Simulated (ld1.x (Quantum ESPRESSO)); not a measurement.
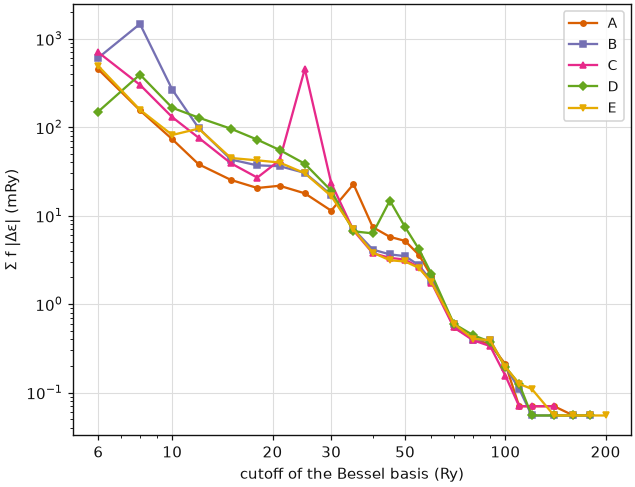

The occupation-weighted error of the valence levels in a spherical-Bessel basis for 5 variants of one potential.

Base settings:

- Element: iodine
- Generator: ld1.x (Quantum ESPRESSO) 7.5
- Type: norm-conserving Troullier–Martins (Kleinman–Bylander form)
- Functional: LDA (PZ)
- Relativity: scalar-relativistic
- Frozen core: [Kr] 4d10
- Valence charge: 7
- Reference configuration: 5s1.5 5p5.5
- Partial waves: 5s (bound): rc 1.65 bohr; 5p (bound): rc 1.75 bohr; 5d channel at -0.1 Ry: rc 1.65 bohr
- Local potential: the d channel
- Core correction: a·sin(br)/r model core inside 1.10 bohr

The variants differ in the radius of the d channel: 1.06 bohr, 1.52 bohr, 1.94 bohr, 2.16 bohr, 2.48 bohr. Which curve belongs to which value?

A: 2.48 bohr; B: 2.16 bohr; C: 1.06 bohr; D: 1.52 bohr; E: 1.94 bohr.

Of the 6 potentials behind this page, the base run counted, 6 are unsound (ghost states, missed reference levels or an overlap that isn't positive definite).
